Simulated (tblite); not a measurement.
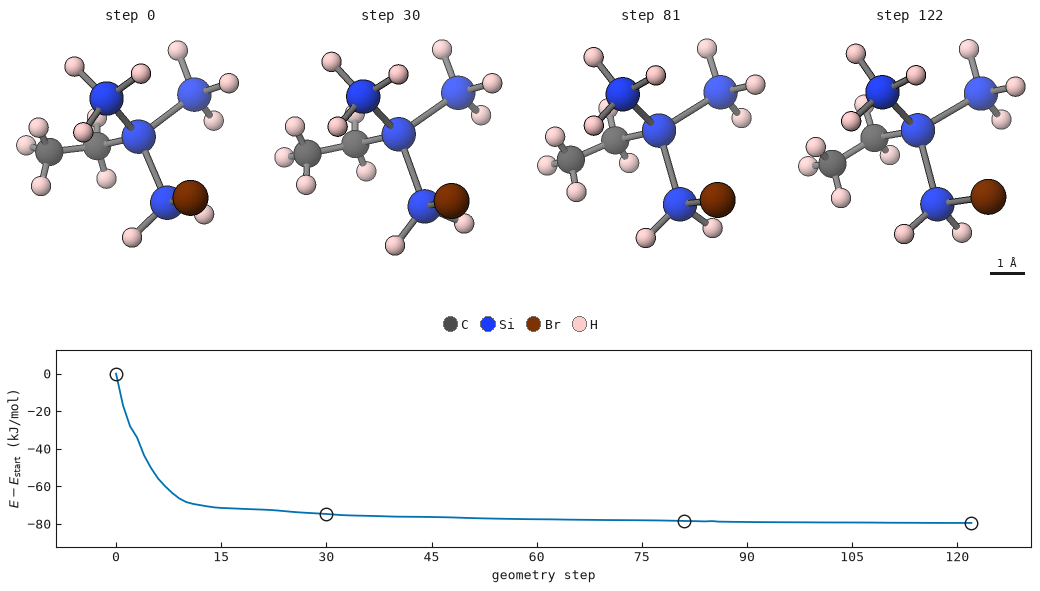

Frames of a relaxation of C2H13BrSi4, marked on the history of the run. Style: ball-and-stick. Shown at a tilt.

Method: GFN2-xTB geometry optimisation, gas phase (tblite 0.8.0). 

### What happens along the run?

Over 122 geometry steps the energy falls by 79.5 kJ/mol. The largest move after the best rigid fit is that of an H atom, 0.86 Å. Largest moves by element: H 0.86 Å, Br 0.74 Å, C 0.38 Å, Si 0.30 Å. Among the contacts that change: Si–Si 2.223 → 2.352 Å, Si–Si 2.245 → 2.349 Å, C–Si 1.867 → 1.926 Å, C–H 1.131 → 1.089 Å. Bond angles that change, for instance: Si–Si–H 109.0° → 120.7°, Si–Si–H 108.3° → 119.4°, Br–Si–H 112.2° → 101.5°. Groups turn about C–Si by about 30°, Si–Si by about 25°. From step 0 to 30: an H atom moves most (0.36 Å), energy −74.7 kJ/mol. From step 30 to 81: an H atom moves most (0.41 Å), energy −3.70 kJ/mol. From step 81 to 122: the Br atom moves most (0.42 Å), energy −1.06 kJ/mol.

```
step  E − E(0), kJ/mol
   0              0.00
   1            -16.96
   2            -27.99
   3            -34.01
   4            -43.49
   5            -50.29
   6            -55.85
   7            -59.94
   8            -63.47
   9            -66.39
  10            -68.35
  16            -71.65
  22            -72.58
  28            -74.27
  34            -75.54
  39            -76.03
  45            -76.32
  51            -76.92
  57            -77.37
  63            -77.62
  69            -77.90
  75            -78.06
  81            -78.41
  87            -78.83
  93            -79.07
  98            -79.15
 104            -79.24
 110            -79.35
 116            -79.45
 122            -79.48
```
